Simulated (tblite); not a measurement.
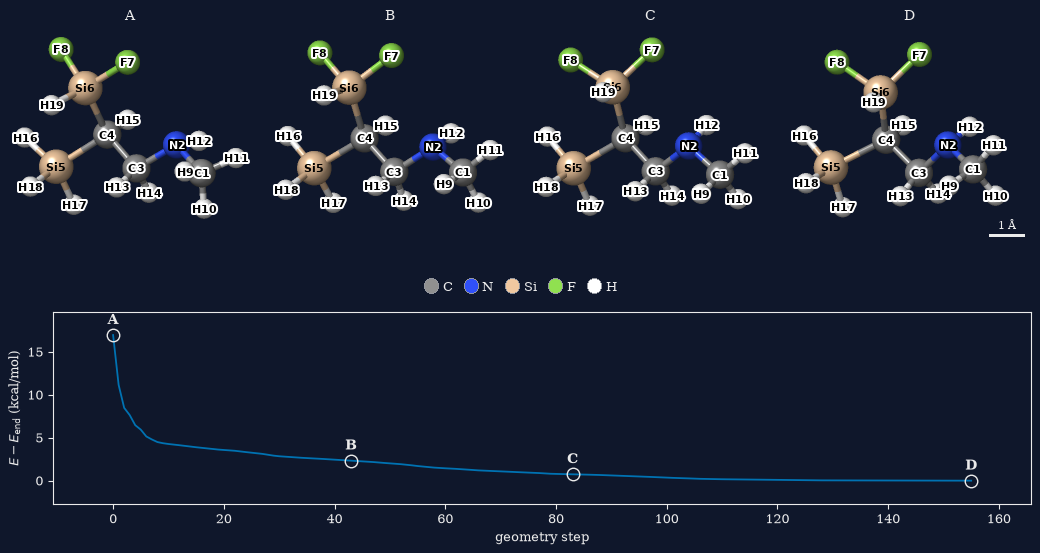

Frames of a relaxation of C$_{3}$H$_{11}$F$_{2}$NSi$_{2}$, marked on the history of the run. Style: ball-and-stick. Shown at a tilt.

Theory: GFN2-xTB geometry optimisation, gas phase in tblite 0.8.0. 

**Describe the path.**

After 155 geometry steps the energy has fallen by 17.0 kcal/mol. H19 moves most after the best rigid fit: 1.33 Å. Largest moves by element: H 1.33 Å, F 1.04 Å, Si 0.47 Å, C 0.31 Å, N 0.28 Å. Near-neighbour distances that change, for instance: N2–Si6 3.163 → 2.520 Å, Si6–F7 1.682 → 1.607 Å, Si6–F8 1.664 → 1.615 Å, N2–H12 1.063 → 1.015 Å. Among the angles between lasting bonds that change: Si5–C4–Si6 106.4° → 116.2°, C4–Si6–H19 111.8° → 121.2°, C4–C3–H14 103.5° → 112.8°. Groups turn about C4–Si6 by about 30°. From step 0 to 43: H19 moves most (0.55 Å), energy −14.6 kcal/mol. From step 43 to 83: F7 moves most (0.61 Å), energy −1.60 kcal/mol. From step 83 to 155: H11 moves most (0.46 Å), energy −0.74 kcal/mol.

```tsv
step	E − E(0), kcal/mol
0	0.00
1	-5.80
2	-8.48
3	-9.32
4	-10.49
5	-11.01
6	-11.81
7	-12.15
8	-12.46
9	-12.59
10	-12.68
18	-13.27
25	-13.70
33	-14.25
41	-14.54
48	-14.84
56	-15.31
63	-15.63
71	-15.90
79	-16.15
86	-16.26
94	-16.45
102	-16.64
109	-16.78
117	-16.84
124	-16.90
132	-16.92
140	-16.93
147	-16.94
155	-16.95
```
